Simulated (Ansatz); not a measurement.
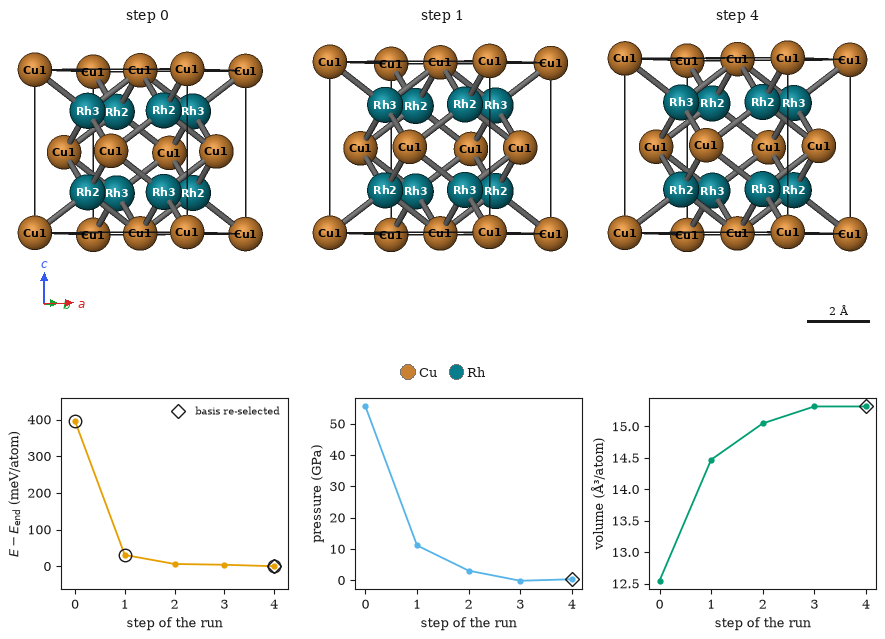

Frames of a relaxation of crystalline CuRh$_{2}$ (built on the fluorite_225 type) (coarse preliminary run), marked on the history of the run. The picture is a ball-and-stick view of the conventional cell (4 times the calculation's cell), seen from a free direction. Lengths and directions refer to the drawn axes.

Case: fluorite type (Fm-3m, No. 225).

Computed with Ansatz 0.2.0, DFT PBE, scalar-relativistic, plane waves, PAW.

Input
```yaml
crystal:
  lattice:
    - [0.0, 2.6598035406, 2.6598035406]
    - [2.6598035406, 0.0, 2.6598035406]
    - [2.6598035406, 2.6598035406, 0.0]
  atoms:
    - { symbol: Cu, position: [0.0, 0.0, 0.0] }
    - { symbol: Rh, position: [0.25, 0.25, 0.25] }
    - { symbol: Rh, position: [0.75, 0.75, 0.75] }
basis:
  ecutwfc: 420
kpoints:
  mp_grid: { grid: [6, 6, 6] }
hamiltonian:
  xc: pbe
scf:
  occupations: { method: gaussian, width: 0.1 }
  lower_state_search: "off"
output:
  forces: true
  stress: true
  eigenvalues: true
relax:
  adjacent_minimum: "off"
  f_tol: 0.04
  max_steps: 70
  cell: { stress_tol: 0.4 }
```

Run as
```bash
ansatz run input.yaml --threads 1 --pin off --max-ram 2560MiB --backend cpu --events-out ev --progress --plain --runs-dir out
```

> Describe the path.

No atom moves by more than 0.005 Å relative to the cell. The drawn cell changes as follows: a = b = c 5.320 → 5.686 Å (+6.9 %); the volume changes by +22.1 %. Among the contacts that change: Rh2–Rh3 2.660 → 2.843 Å, Cu1–Rh2 2.303 → 2.462 Å. The space group stays Fm-3m (No. 225). After 3 accepted moves (4 points after the start) the energy has fallen by 396 meV per atom. All forces vanish by symmetry, so only the cell relaxes. The pressure goes from 55.52 to 0.30 GPa. The SCF was repeated once at an unchanged geometry on a basis and grid sized afresh for the cell, which shifted the energy by 4.0 meV per atom at most. The run took 4.2 s on 1 thread of Intel(R) Xeon(R) 6975P-C (Granite Rapids), with other jobs on the host, peak memory 0.36 GiB. From step 0 to 1: volume +15.3 %, energy −365 meV per atom. From step 1 to 4: volume +5.9 %, energy −30.8 meV per atom.

```
step  E − E(0), meV/atom  pressure, GPa  volume, Å³/atom                      note
   0                0.00          55.52           12.545                          
   1             -365.30          11.12           14.470                          
   2             -389.90           3.06           15.048                          
   3             -392.09          -0.17           15.317                          
   4             -396.08           0.30           15.317  same geometry, new basis
```
